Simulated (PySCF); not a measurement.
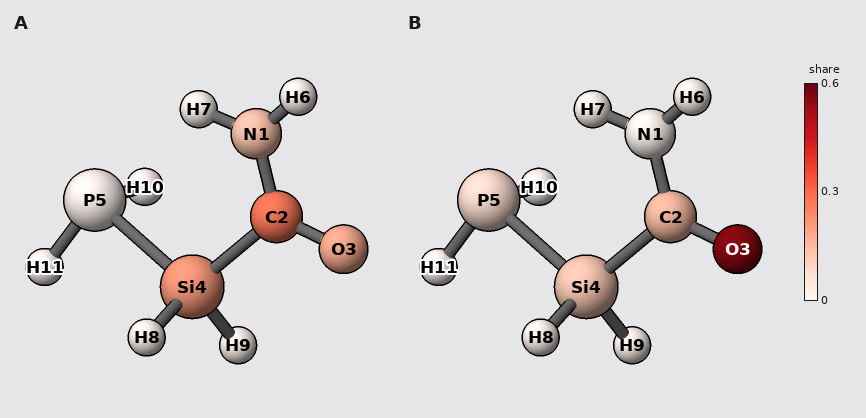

Each panel colours the atoms by their Löwdin share in one orbital (up to four of the largest shares; other atoms are shown as zero). The computed structure is the end point of a PBE0-D3(BJ)/def2-SVP optimisation. No frequency run is at hand to confirm it as a minimum. Computed with ωB97X-D/def2-SVPD (PySCF 2.14.0).

The panels show the HOMO, LUMO, in some order. Which is which?

Answer. A: LUMO, 1.25 eV; C2 0.27, Si4 0.21, O3 0.17, N1 0.13
B: HOMO, −9.03 eV; O3 0.56, C2 0.15, Si4 0.12, P5 0.07
